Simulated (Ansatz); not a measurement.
```yaml
crystal:
  periodic: [false, false, false]
  atoms:
    - {symbol: C, position_ang: [-0.861528, 0.517820, -0.791352]}
    - {symbol: Si, position_ang: [0.415169, 0.172380, 0.487486]}
    - {symbol: O, position_ang: [-0.312755, -0.479140, 2.030186]}
    - {symbol: H, position_ang: [-0.970839, 0.416758, -1.867023]}
    - {symbol: H, position_ang: [-1.703063, 0.991524, -0.293315]}
    - {symbol: H, position_ang: [1.111146, 1.414418, 0.909336]}
    - {symbol: H, position_ang: [1.406403, -0.775512, -0.095041]}
    - {symbol: H, position_ang: [-0.826278, -1.285217, 1.963462]}
basis:
  gaussian: {orbitals: def2-TZVPP}
magnetization: {spin_polarized: true, initial_magnetization: 1}
hamiltonian: {xc: pbe, dispersion: d4}
```

Geometry: moved along internal coordinates away from the minimum.

Describe the molecule in this file.

The molecule is CH5OSi. As SMILES it reads `[CH2][SiH2]O`. It has no ring. Among its groups: Si–H bond, Si–O bond. It is an open-shell species. Coordination: 1 C trigonal planar; 1 Si tetrahedral; 1 O bent.

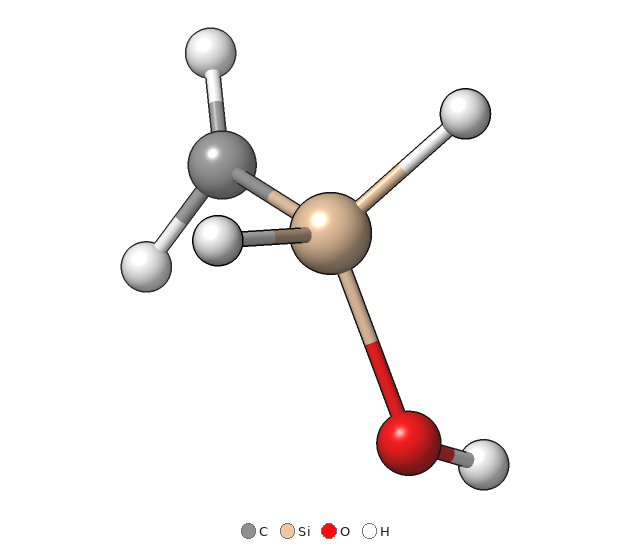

Simulated data, not a measurement (program: Ansatz).
